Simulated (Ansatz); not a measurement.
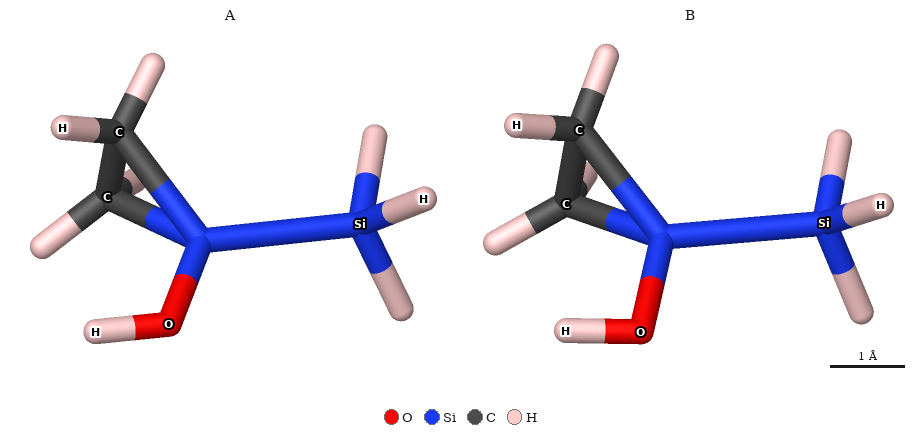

Two geometries of C2H8OSi2, drawn at one scale. One is the start of a relaxation, the other its converged end. A stick model, seen from a free direction.

These are results of RKS B3LYP/STO-3G in Ansatz, not measurements. Settings: no spin polarisation; force threshold 0.02 eV/Å; at most 40 steps.

Q: Which of the two is the end point?

A: Structure B is the relaxed one. The run prepares the start of a later molecular dynamics calculation, from a guessed geometry. Over 6 geometry steps the energy falls by 134.1 kJ/mol. Largest force component: 5.1 eV/Å at the start, 0.012 eV/Å at the end. The O atom moves most after the best rigid fit: 0.21 Å. Largest moves by element: O 0.21 Å, H 0.16 Å, C 0.10 Å, Si 0.07 Å. Among the contacts that change: C–C 1.434 → 1.579 Å, O–Si 1.579 → 1.721 Å, H–Si 1.552 → 1.445 Å, C–H 1.028 → 1.095 Å. Among the angles between lasting bonds that change: Si–O–H 119.2° → 103.8°, Si–C–H 111.2° → 120.9°, O–Si–Si 119.7° → 111.4°.

Limits of the set-up: STO-3G is a minimal basis, so the numbers are rough.
